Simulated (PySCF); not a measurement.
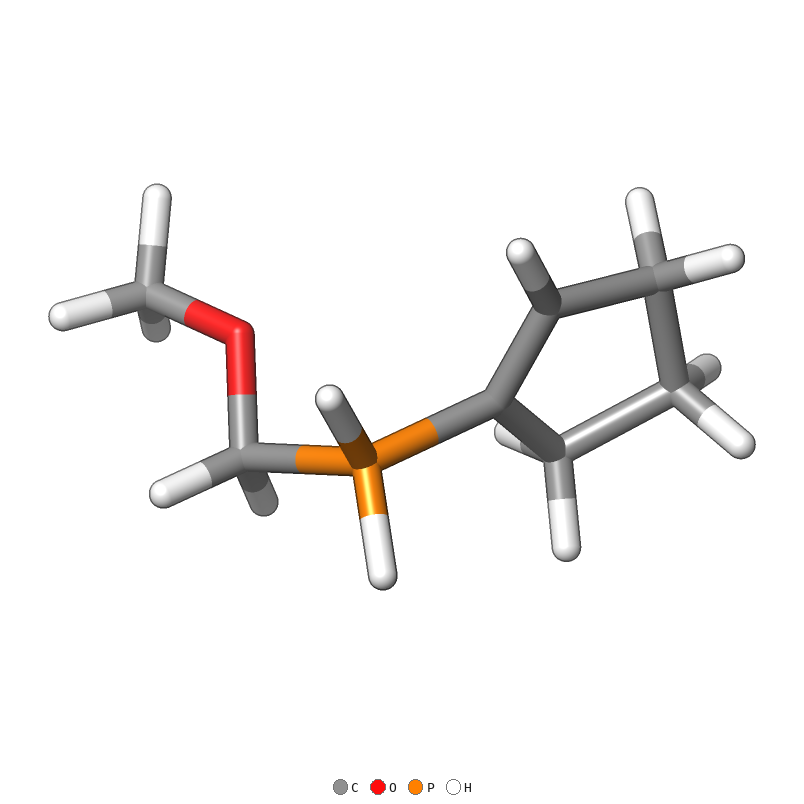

Charge +1, singlet. The geometry was computed by an optimisation with GFN2-xTB. No frequency run is at hand to confirm it as a minimum. Level of theory: PBE0/pcSseg-1, gas phase (PySCF 2.14.0).

What is the HOMO energy (Kohn–Sham orbital)?

Answer. −11.58 eV.

Give the LUMO energy (Kohn–Sham orbital) at this level.

Answer. −5.08 eV.

The geometry is semi-empirical. Around P such bond lengths and angles can be off by a tenth of an ångström or more and by several degrees, and values that hang on the shape move with them.
